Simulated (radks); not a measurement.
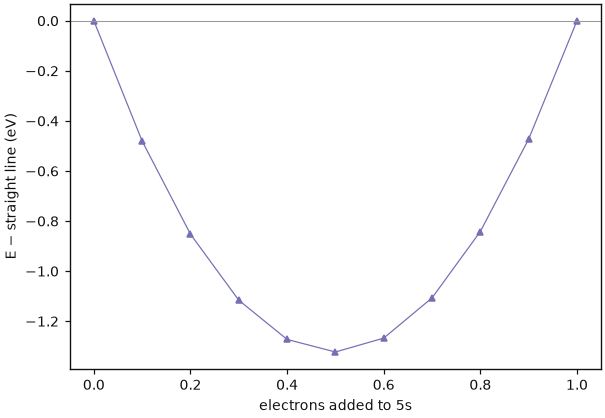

The occupation of the 5s shell is varied from Sn⁴⁺ ([Kr] 4d10) to Sn³⁺ ([Kr] 4d10 5s1), with spherical fractional occupations. The plot shows the total energy less the straight line between the end points. The values are computed.

Question: Was this Hartree-Fock or a semilocal functional, and how does the plot tell?

Answer: It was a semilocal functional (LDA, GGA or meta-GGA): scalar-relativistic Kohn-Sham, BLYP, spin-unpolarised, spherical densities, finite nucleus, computed with the in-house radial solver radks. The curve is convex (below the straight line), with the largest deviation among the points computed, −1.32 eV, at 0.5. The end points differ by 41.4 eV, the energy to take the electron out. Convexity is the delocalisation error: fractional charges are too low in energy. For an s shell Hartree-Fock would as a rule bend the other way.
